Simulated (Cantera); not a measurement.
Input: 1 mol AlBr3, 1.1 mol H2O, 68 mol N2, held at 0.00230 bar.

These are equilibrium values from Cantera (NASA tables, ideal gas, pure condensed phases), not measurements of a reactor. Candidate condensed phases: Al, AlBr3, AlN, Al2O3, Br2, H2O; 41 gas species. Rates play no part.

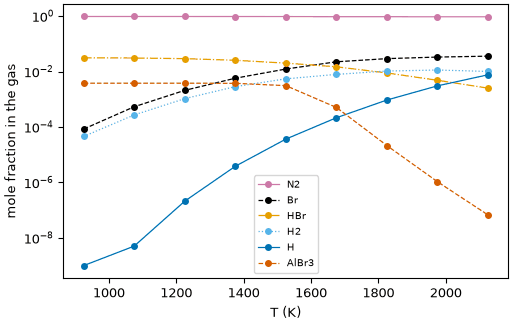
*Equilibrium gas composition (values under 1e-9 drawn at 1e-9)*

### Question
Read off the mole fractions at 1225 K.

### Answer
N2 about 0.96, HBr about 0.029, AlBr3 about 0.0038, Br about 0.0021, H2 about 0.0010, H about 2.1e-7.
